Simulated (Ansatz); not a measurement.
# BClFH₃Si (SMILES FB([SiH3])Cl): what the fields show

Input

```
crystal:
  periodic: [false, false, false]
  atoms:
    - {symbol: B, position_ang: [-1.793155, 1.747713, 2.143310]}
    - {symbol: Cl, position_ang: [-1.560028, 1.078500, 3.752183]}
    - {symbol: F, position_ang: [-2.749210, 2.641825, 2.001859]}
    - {symbol: Si, position_ang: [-0.612129, 1.133006, 0.610602]}
    - {symbol: H, position_ang: [-0.763185, -0.345654, 0.446391]}
    - {symbol: H, position_ang: [0.814479, 1.422324, 0.953069]}
    - {symbol: H, position_ang: [-0.959343, 1.811118, -0.674202]}
basis:
  gaussian:
    orbitals: def2-TZVPD
hamiltonian:
  xc: pbe0
output:
  forces: true
  orbitals: {seedname: orbitals}
```

Command:

```sh
ansatz run input.yaml --threads 1 --pin off --max-ram 2610MiB --events-out events.jsonl --progress --plain --runs-dir runs
```

Geometry: PBE0-D3(BJ)/def2-SVP.

These are results of isolated molecule in a Gaussian basis; Kohn-Sham density functional theory, functional PBE0 (Ansatz 0.2.0), not measurements.

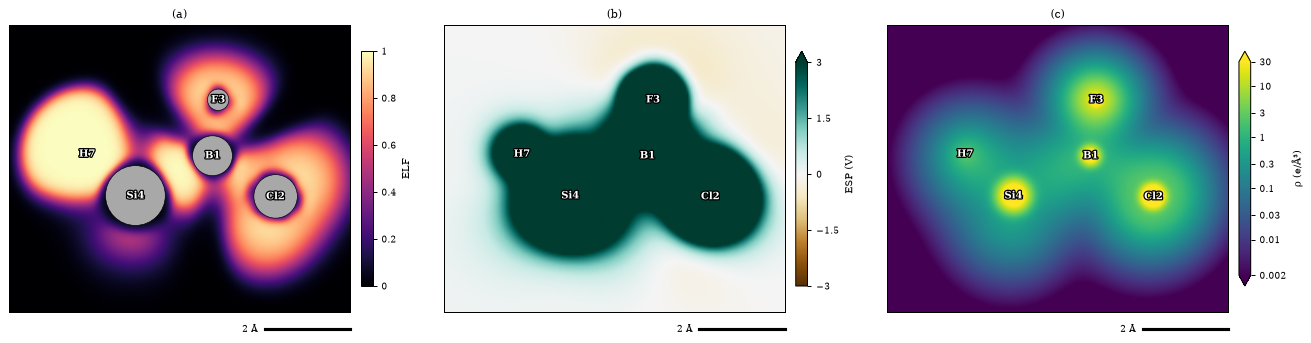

Figure 1. (a) electron localisation function; (b) electrostatic potential; (c) electron density on the plane of atoms F3, B1 and Si4. Grey discs cover the atomic cores in the ELF map.

Q: What do the fields say about this system?

A: The section cuts through B, Cl, F, Si and H sites. B–F (1.32 Å): the density is about 2.3 e/Å³ at the midpoint; the ELF peaks at about 0.85 between the atoms: a polar covalent bond. B–Cl (1.76 Å): ρ is about 1.4 e/Å³ halfway; the ELF peaks at about 0.90 between the atoms; a shared but strongly polarised pair. Si–B (2.03 Å): ρ is about 0.8 e/Å³ halfway; the ELF peaks at about 1 between the atoms, as expected for a covalent bond. Si–H (1.49 Å): ρ at the midpoint is about 0.8 e/Å³; the ELF climbs to about 1 towards the hydrogen, as it does in any bond to H. The ELF also peaks beside Cl2 and F3, away from the bonds: lone-pair regions. Outside the dense part of the molecule the potential is most negative (−0.5 V) near F3.

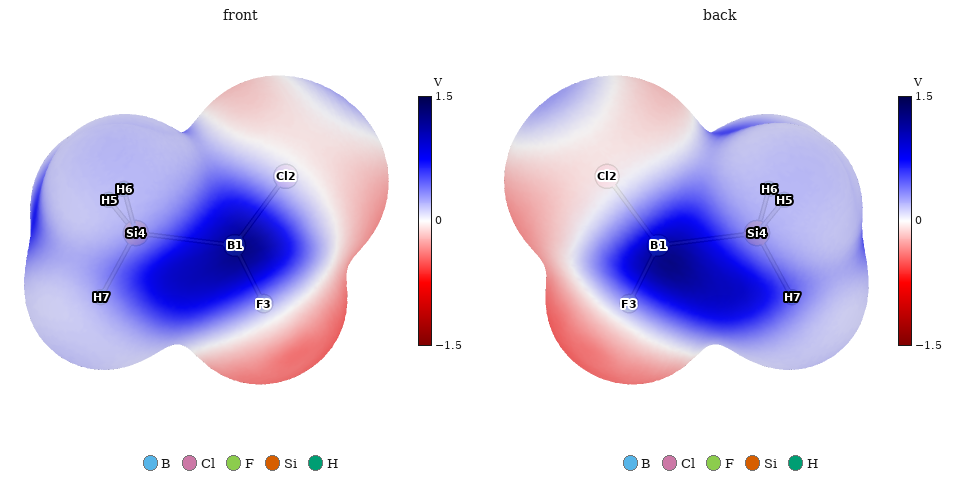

Figure 2. The electrostatic potential painted on the density surface at 0.001 e/bohr³, seen from the front and from behind; red is negative and blue positive.

Q: Describe the electrostatic potential map.

A: The most negative region (about −0.4 V, or −9 kcal/mol for a unit charge) lies over F3, the most positive (about +1.2 V, or +28 kcal/mol for a unit charge) over B1.

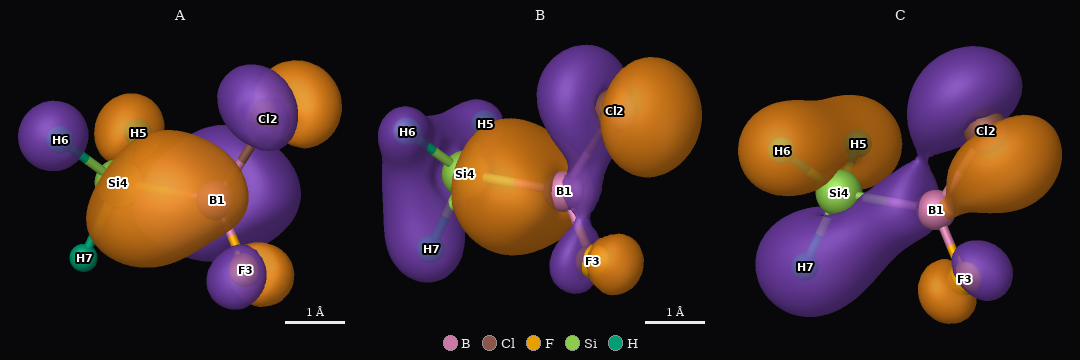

Figure 3. Three frontier orbitals at ±0.1 Å⁻³ᐟ² (orange and purple are the two phases), in no order.

Q: Which picture is the HOMO−1, the HOMO and the LUMO?

A: C is the HOMO−1 (−9.80 eV). It lies mainly on Cl2 (about 35 %), Si4 (about 25 %), H7 (about 10 %), H5 (about 10 %), H6 (about 10 %) and F3 (about 5 %). B is the HOMO (−8.71 eV). It lies mainly on Cl2 (about 30 %), Si4 (about 30 %), B1 (about 25 %) and F3 (about 5 %). A is the LUMO (−1.77 eV). It lies mainly on B1 (about 45 %), Si4 (about 20 %), Cl2 (about 15 %) and F3 (about 10 %).

Q: What is the HOMO–LUMO gap?

A: 6.94 eV between the orbital energies.
